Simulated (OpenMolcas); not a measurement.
# doublet CH5BO+ at 6 levels

Aim: a comparison of 6 runs (UHF/6-311+G**, UB3LYP/6-31G*, U-revPBE/6-311+G**, UBLYP/6-311+G**, UM06-L/6-311+G**, USVWN5/6-311+G**) of doublet CH5BO+. 

Program for the calculation: OpenMolcas 26.06.

**1. Starting point**

CH5BO+ has 8 atoms, charge +1, and is taken as a doublet. As SMILES of the parent species, `CBO`. The shape is that of a PBE0-D4/def2-TZVP optimisation. This is one conformer, not always the lowest. That shape belongs to the parent species and isn't relaxed for this state.

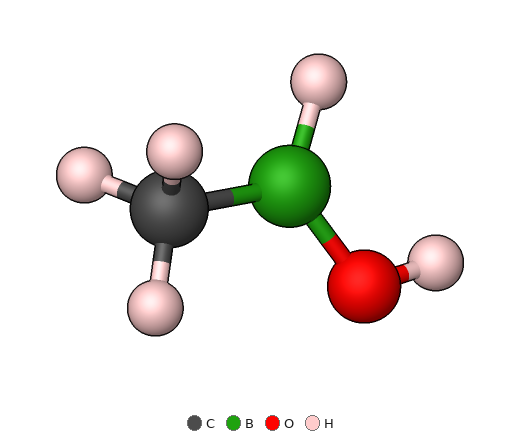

The structure, seen from a chosen angle (carbon dark grey, boron green, oxygen red, hydrogen pink).

**2. The energy at UHF/6-311+G(d,p) (run 1)**

Input file test.input:

```
* CH5BO Hartree-Fock
&GATEWAY
BasLib
$CurrDir
Coord
8
angstrom
C       -0.618600       0.710300      -0.324600
B        0.508800      -0.240100       0.180200
O        0.240700      -1.558300       0.355600
H       -1.568300       0.201200      -0.499400
H       -0.308500       1.205100      -1.251900
H       -0.780500       1.520100       0.395700
H        1.620500       0.163100       0.420800
H        0.998200      -2.058400       0.667700
Basis
6-311pGss
Group
NoSym
&SEWARD
&SCF
UHF
Charge
1
Spin
2
Thresholds
1e-10 1e-07 1e-07 1e-05
PrOrbitals
1 2
```

The basis set 6-311+G** is read from a file made from the Basis Set Exchange's data (not shown).

On the command line:

```sh
export MOLCAS_MEM=1860
pymolcas test.input > test.log
```

The log of the run:

```text
--- Start Module: gateway ---
[...]
--- Stop Module: gateway /rc=_RC_ALL_IS_WELL_ ---
--- Start Module: seward ---
[...]
      Basis functions           96
--- Stop Module: seward /rc=_RC_ALL_IS_WELL_ ---
[...]
--- Start Module: scf ---
[...]
       Convergence after  27 Iterations
[...]
::    Total SCF energy                               -140.0200797904
[...]
      Total spin, S                                     0.5111310663
[...]
      Total electronic charge=   23.000000
      Total            charge=    1.000000
[...]
      Dipole Moment (debye):
      Origin of the operator (angstrom)=    0.0452   -0.4088    0.0796
                   X=  1.5308E+00               Y=  2.4542E+00               Z= -3.1972E-02           Total=  2.8926E+00
      Center of Charge (angstrom)
[...]
--- Stop Module: scf /rc=_RC_ALL_IS_WELL_ ---
[...]
```

It took 14 s on 1 thread of Arm Neoverse V1, shared host; peak memory 0.53 GiB.

**3. A single-point energy at UB3LYP/6-31G(d) (spherical functions) (run 2)**

Input file test.input:

```
>>> EXPORT MOLCAS_PRINT=2

&GATEWAY
  BasLib = $CurrDir
  BasisSet
  C.6-31Gs....
  C1 -0.618600 0.710300 -0.324600 angstrom
  End of Basis
  BasisSet
  B.6-31Gs....
  B2 0.508800 -0.240100 0.180200 angstrom
  End of Basis
  BasisSet
  O.6-31Gs....
  O3 0.240700 -1.558300 0.355600 angstrom
  End of Basis
  BasisSet
  H.6-31Gs....
  H4 -1.568300 0.201200 -0.499400 angstrom
  H5 -0.308500 1.205100 -1.251900 angstrom
  H6 -0.780500 1.520100 0.395700 angstrom
  H7 1.620500 0.163100 0.420800 angstrom
  H8 0.998200 -2.058400 0.667700 angstrom
  End of Basis

&SEWARD
  GridInput
  Grid=UltraFine
  End of Grid

&SCF
  UHF
  Charge = 1
  Spin = 2
  KSDFT = B3LYP
  Thresholds = 1e-10 1e-07 1e-07 1e-05
  PrOrbitals = 1 2
```

The basis set 6-31G* is read from a file made from the Basis Set Exchange's data (not shown).

On the command line:

```sh
export MOLCAS_MEM=1860
pymolcas test.input > test.log
```

The log of the run:

```text
--- Start Module: gateway ---
[...]
--- Stop Module: gateway /rc=_RC_ALL_IS_WELL_ ---
--- Start Module: seward ---
[...]
      Basis functions           52
--- Stop Module: seward /rc=_RC_ALL_IS_WELL_ ---
--- Start Module: scf ---
[...]
       Convergence after  21 Iterations
[...]
::    Total KS-DFT energy                            -140.8345815560
[...]
      Total spin, S                                     0.5022634694
[...]
      Total electronic charge=   23.000000
      Total            charge=    1.000000
[...]
      Dipole Moment (debye):
      Origin of the operator (angstrom)=    0.0452   -0.4088    0.0796
                   X=  1.9258E+00               Y=  1.0353E+00               Z=  3.5248E-01           Total=  2.2147E+00
      Center of Charge (angstrom)
[...]
--- Stop Module: scf /rc=_RC_ALL_IS_WELL_ ---
[...]
```

Wall time 31 s (1 thread of Arm Neoverse V1, shared host); peak memory 0.38 GiB.

Runs 3 to 5 aren't shown in full; the table further down has their settings and results.

**4. The energy at USVWN5/6-311+G(d,p) (run 6)**

Input file mol.xyz:

```xyz
8

C     -0.618600     0.710300    -0.324600
B      0.508800    -0.240100     0.180200
O      0.240700    -1.558300     0.355600
H     -1.568300     0.201200    -0.499400
H     -0.308500     1.205100    -1.251900
H     -0.780500     1.520100     0.395700
H      1.620500     0.163100     0.420800
H      0.998200    -2.058400     0.667700
```

Input file job.input:

```
>>> EXPORT MOLCAS_PRINT=2

&GATEWAY
 BasLib=$CurrDir
 Coord=mol.xyz
 Basis=6-311pGss
 Group=NoSym

&SEWARD
 GridInput
 Grid=UltraFine
 End of Grid

&SCF
 UHF
 Charge=1
 Spin=2
 KSDFT=SVWN5
 Thresholds=1e-10 1e-07 1e-07 1e-05
 PrOrbitals=1
```

The basis set 6-311+G** is read from a file made from the Basis Set Exchange's data (not shown).

On the command line:

```sh
export MOLCAS_MEM=1860
pymolcas job.input > job.log
```

The log of the run:

```text
--- Start Module: gateway ---
[...]
--- Stop Module: gateway /rc=_RC_ALL_IS_WELL_ ---
--- Start Module: seward ---
[...]
      Basis functions           96
--- Stop Module: seward /rc=_RC_ALL_IS_WELL_ ---
[...]
--- Start Module: scf ---
[...]
       Convergence after  23 Iterations
[...]
::    Total KS-DFT energy                            -139.6605447759
[...]
      Total spin, S                                     0.5007099835
[...]
      Total electronic charge=   23.000000
      Total            charge=    1.000000
[...]
      Dipole Moment (debye):
      Origin of the operator (angstrom)=    0.0452   -0.4088    0.0796
                   X=  1.9241E+00               Y=  1.0561E+00               Z=  3.4791E-01           Total=  2.2222E+00
      Center of Charge (angstrom)
[...]
--- Stop Module: scf /rc=_RC_ALL_IS_WELL_ ---
[...]
```

Wall time 46 s (1 thread of Arm Neoverse V1, shared host); peak memory 0.53 GiB.

**5. The series**

| run | level | integration grid | energy (Eh) | HOMO energy (eV) | LUMO energy (eV) | ⟨S²⟩ | wall time |
| --- | --- | --- | --- | --- | --- | --- | --- |
| 1 | UHF/6-311+G** | – | -140.020080 | -20.79 | -9.55 | 0.772 | 14 s |
| 2 | UB3LYP/6-31G* (spherical functions) | UltraFine | -140.834582 | -16.86 | -13.81 | 0.755 | 31 s |
| 3 | U-revPBE/6-311+G** | UltraFine | -140.841089 | -15.55 | -14.39 | 0.753 | 73 s |
| 4 | UBLYP/6-311+G** | UltraFine | -140.835641 | -15.50 | -14.36 | 0.753 | 74 s |
| 5 | UM06-L/6-311+G** | UltraFine | -140.861246 | -15.92 | -14.49 | 0.754 | 1.9 min |
| 6 | USVWN5/6-311+G** | UltraFine | -139.660545 | -15.54 | -14.59 | 0.751 | 46 s |

**6. Outcome**

| quantity | value |
| --- | --- |
| run 6: total energy | -139.66054 Eh |
| run 6: HOMO energy (highest over α and β) | -15.54 eV |
| run 6: LUMO energy (lowest over α and β) | -14.59 eV |
| run 6: ⟨S²⟩ | 0.751 |

Totals of different functionals can't be ranked against each other. All runs together took 5.9 min, the longest 1.9 min.
